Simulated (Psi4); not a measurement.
**GeH3O (SMILES [OH][GeH2]) at UPBE0/def2-SVPD (density fitting, sweep point 3)**

Wanted: energy and forces of GeH3O. Input form: a Python script.

Program for the calculation: Psi4 1.11.

6 further runs of the same task are left out: 1 that didn't finish, 5 set aside as unsound or not needed.

## Step 1: Starting point

GeH3O: 5 atoms, total charge 0, spin state doublet. SMILES: `[OH][GeH2]`. Geometry: relaxed at PBE0-D4/def2-TZVP. This is one conformer, not always the lowest.

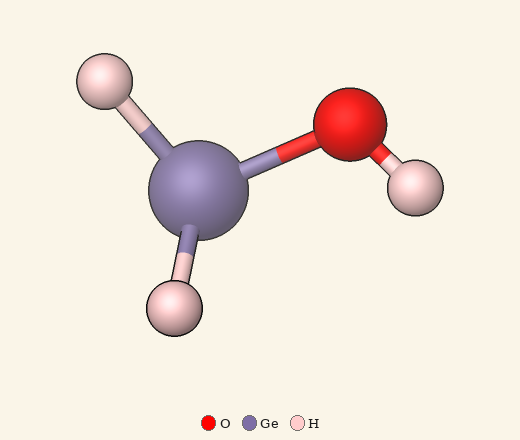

The structure, seen from a chosen angle (oxygen red, germanium purple, hydrogen pink).

## Step 2: Energy and forces at UPBE0/def2-SVPD (density fitting, sweep point 3)

run.py

```python
import psi4

psi4.set_memory('1600 MB')
psi4.set_num_threads(1)
psi4.core.set_output_file('output.dat', False)

geom = psi4.geometry("""
0 2
O      0.355500    -1.075800     0.460700
Ge    -0.520100     0.416100     0.017700
H      1.097400    -0.907600     1.046500
H     -1.396800    -0.014400    -1.180300
H      0.513900     1.508000    -0.385900
symmetry c1
""")

psi4.set_options({
    'basis': 'def2-SVPD',
    'reference': 'uks',
    'scf_type': 'df',
    'scf_initial_accelerator': 'none',
})

result = psi4.gradient('pbe0', molecule=geom)
print('gradient / Eh bohr^-1')
print(result.np.round(6))
```

Command:

```bash
$ python run.py
```

Q: Predict the results. Wanted: total energy; dipole moment; HOMO energy; LUMO energy; ⟨S²⟩; largest force on an atom.

**Answer.** As computed:

At UPBE0/def2-SVPD (density fitting, sweep point 3):

```
                          quantity           value
                      total energy  -2153.34295 Eh
                     dipole moment          1.41 D
HOMO energy (highest over α and β)        -6.14 eV
 LUMO energy (lowest over α and β)        -2.71 eV
                              ⟨S²⟩           0.752
          largest force on an atom      0.369 eV/Å
```

What this shows: The largest force is 0.37 eV/Å: the shape isn't a stationary point for this species at this level.
